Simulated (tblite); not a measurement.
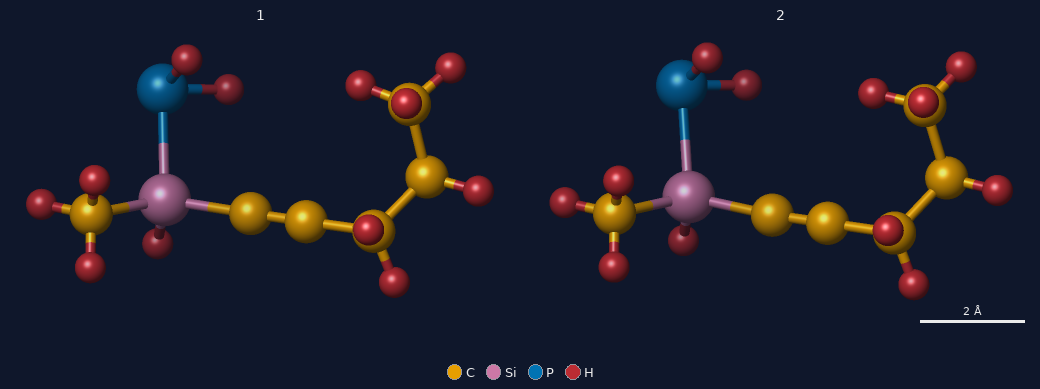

Two geometries of C6H13PSi, drawn at one scale. One is the start of a relaxation, the other its converged end. The picture is a ball-and-stick view, seen at a tilt.

The calculation used GFN2-xTB geometry optimisation, gas phase (tblite 0.8.0). 

Question: Which of the two is the end point?

Answer: Structure 2 is the relaxed one. An H atom moves most after the best rigid fit: 0.21 Å. By element the largest moves are H 0.21 Å, C 0.10 Å, Si 0.10 Å, P 0.08 Å. Some distances before and after: C–Si 1.851 → 1.903 Å, H–P 1.422 → 1.382 Å, P–Si 2.239 → 2.258 Å, C–H 1.111 → 1.092 Å. Bond angles that change, for instance: C–Si–P 106.4° → 111.6°, C–Si–C 113.0° → 109.8°, C–C–Si 178.9° → 176.5°. After 70 geometry steps the energy has fallen by 0.116 eV. Cost: 3.2 s on 1 thread of Intel(R) Xeon(R) Processor @ 2.50GHz, with other jobs on the host.
